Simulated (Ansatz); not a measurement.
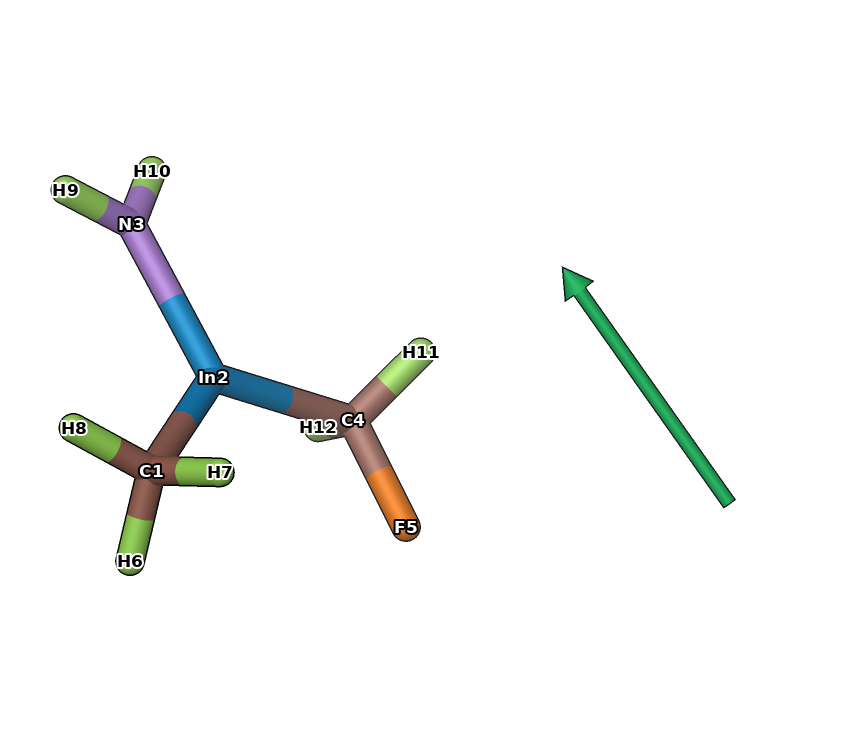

The arrow beside the molecule shows the direction of the dipole moment, from the negative to the positive end (its length means nothing). Computed geometry: PBE0-D4/def2-TZVP optimisation. No frequency run is at hand to confirm it as a minimum. Method: RKS B3LYP-D4/def2-TZVPP, core potentials on In (Ansatz 0.2.0).

### Estimate the dipole moment.

1.61 D; it points from the side of F5 to the side of H9 (the outermost atoms at the two ends).
